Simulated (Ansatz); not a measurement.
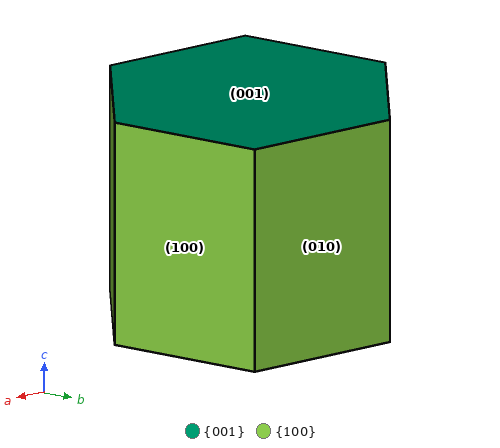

B₂AsN, space group P6/mmm (No. 191), a = 3.732 Å, b = 3.732 Å, c = 3.738 Å, α = 90.00°, β = 90.00°, γ = 120.00°. The shape was computed with the Donnay–Harker form of the Bravais–Friedel law: planes with larger spacing d grow more slowly and so show as larger faces; centring, glide planes and screw axes halve or divide d. Source: coordinates from a relaxation with DFT LDA, scalar-relativistic, plane waves, PAW in Ansatz 0.2.0; the starting structure was generated, so it need not be a known form of this composition. Forms under 0.4 % of the area are left out.

Question: How many faces does the whole crystal have, by form?

Answer: 8 faces: 6 of {100} and 2 of {001}.

Question: Which form makes up most of the surface, and how much?

Answer: {100}, with 6 faces and about 63 % of the area; its spacing is d = 3.232 Å.

Question: List the forms with their spacings and shares.

Answer:
```csv
form,faces,d (Å),share of area (%)
{100},6,3.232,63.4
{001},2,3.738,36.6
```
